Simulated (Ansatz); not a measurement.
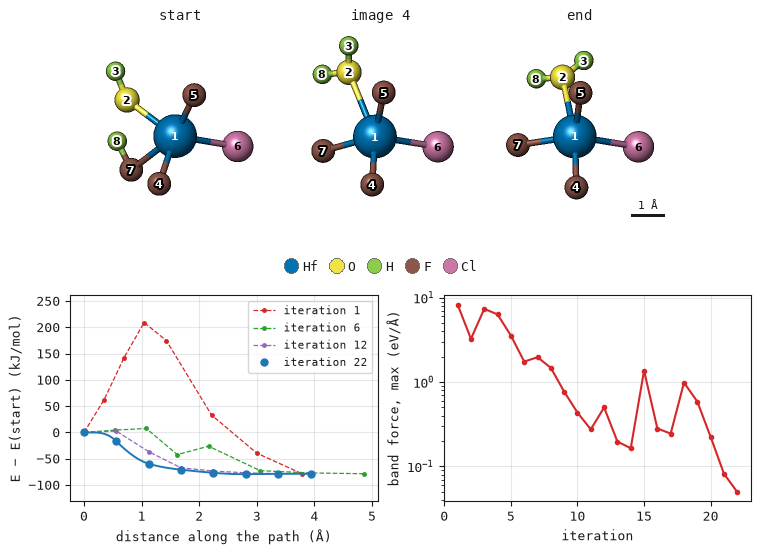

A search for the minimum-energy path of HfH$_{2}$OClF$_{3}$ by the nudged elastic band. Images are numbered from 0 (start) to 7 (end). The plot follows the band through its iterations. The picture is a ball-and-stick view, seen at a tilt.

Level of theory: RKS B3LYP/def2-SVP (Ansatz 0.2.0). Settings: 6 movable images; no climbing image; force threshold 0.05 eV/Å; iteration limit 60; starting path through a guess of the saddle point.

Question: Judge this run.

Answer: The run is converged, with reservations. The band converged in 22 iterations. The largest component of the band force went from 8.3 to 0.05 eV/Å. The first iteration put the highest image at 209.2 kJ/mol. There is no barrier: the inner images dip to −79.3 kJ/mol relative to the start, below both ends (the end lies at −78.5 kJ/mol), so the ends aren't minima along this motion.
